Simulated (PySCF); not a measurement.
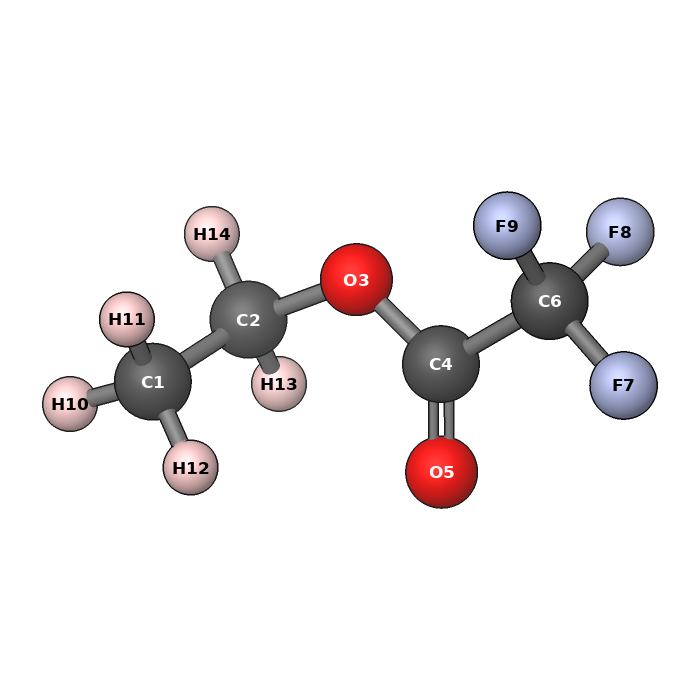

The geometry was computed by an optimisation with GFN2-xTB. No frequency run is at hand to confirm it as a minimum. Level of theory: B3LYP/pcJ-1 indirect spin-spin coupling, non-relativistic, gas phase (PySCF 2.14.0). Isotopes: 13C, 19F, 1H, 17O.

Give the spin–spin coupling constants of these pairs, with the number of bonds between them: C6/F9, F8/F9, O3/F7, O5/F8, O5/F9.

| pair | bonds apart | J (Hz) |
| --- | --- | --- |
| C6, F9 | 1 | −368.1 |
| F8, F9 | 2 | 95.0 |
| O3, F7 | 3 | −7.7 |
| O5, F8 | 3 | 2.0 |
| O5, F9 | 3 | −4.1 |

Density functionals are unreliable for couplings to fluorine, so those rows may be far off.
